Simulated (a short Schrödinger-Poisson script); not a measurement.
Stack: MOS inversion layer, Si3N4 on p-type Si(100), at 300 K.

| layer | material | thickness (nm) | Na (cm⁻³) |
|---|---|---|---|
| 1 | Si3N4 | 1.6 | - |
| 2 | Si | 210 | 4.3e18 |

Constants are typed, rounded textbook-type inputs, not results; the design itself was drawn at random and stands for no fabricated device. Si3N4: permittivity 7.5, conduction-band edge (eV) 1.95, gap (eV) 5.1, electron mass (mₑ) 0.5. Si: permittivity 11.7, conduction-band edge (eV) 0, gap (eV) 1.124, Nv at 300 K (cm⁻³) 3.1e19.

Channel valleys (confinement mass, in-plane density-of-states mass, number): Δ2 0.916, 0.19, 2; Δ4 0.19, 0.417, 4. At the gate the conduction-band edge of layer 1 lies 2.37 eV − eVg above the Fermi level of the channel; the field vanishes at the back. Gaps are held at their typed values at every temperature. Mesh 0.03 nm at interfaces.

Solved with a short Schrödinger-Poisson script written for these runs: 1D Poisson equation in equilibrium, electrons quantum, Hartree (BenDaniel-Duke, 12 states a valley, the channel's in-plane mass for all, wave functions ending at the dielectric), parabolic valleys, classical holes, full ionisation, no traps, pinning or gate leakage.

Only gate voltages with over 1e8 electrons/cm² are shown.

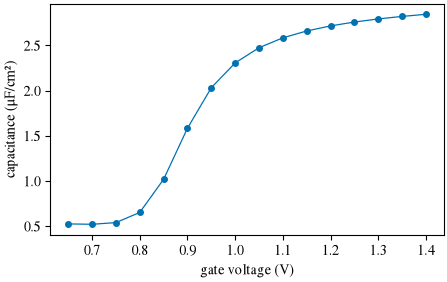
Quasi-static capacitance against gate voltage

| Vg (V) | electrons (cm⁻²) | C (μF/cm²) | Δ2 E0 (meV) | Δ2 E1 (meV) | Δ4 E0 (meV) | Δ4 E1 (meV) |
|---|---|---|---|---|---|---|
| 0.65 | 3.57e8 | 0.526 | 242.9 | 375.3 | 365.1 | 574.9 |
| 0.7 | 1.72e9 | 0.522 | 202.0 | 336.7 | 326.3 | 540.2 |
| 0.75 | 8.33e9 | 0.540 | 161.2 | 298.1 | 287.5 | 505.3 |
| 0.8 | 3.89e10 | 0.653 | 121.3 | 260.3 | 249.5 | 471.1 |
| 0.85 | 1.57e11 | 1.02 | 84.8 | 225.9 | 215.0 | 439.9 |
| 0.9 | 4.60e11 | 1.58 | 56.0 | 199.1 | 188.3 | 415.8 |
| 0.95 | 9.62e11 | 2.03 | 35.3 | 180.5 | 169.9 | 399.3 |
| 1 | 1.60e12 | 2.31 | 20.2 | 167.4 | 156.9 | 387.9 |
| 1.05 | 2.31e12 | 2.47 | 8.2 | 157.5 | 147.3 | 379.5 |
| 1.1 | 3.08e12 | 2.58 | -1.7 | 149.5 | 139.6 | 372.8 |
| 1.15 | 3.88e12 | 2.66 | -10.4 | 142.8 | 133.1 | 367.3 |
| 1.2 | 4.70e12 | 2.72 | -18.3 | 136.9 | 127.5 | 362.5 |
| 1.25 | 5.54e12 | 2.76 | -25.6 | 131.6 | 122.5 | 358.3 |
| 1.3 | 6.39e12 | 2.79 | -32.4 | 126.7 | 117.9 | 354.5 |
| 1.35 | 7.26e12 | 2.82 | -38.9 | 122.2 | 113.6 | 350.9 |
| 1.4 | 8.13e12 | 2.84 | -45.2 | 117.9 | 109.5 | 347.6 |

Subbands count from the Fermi level.
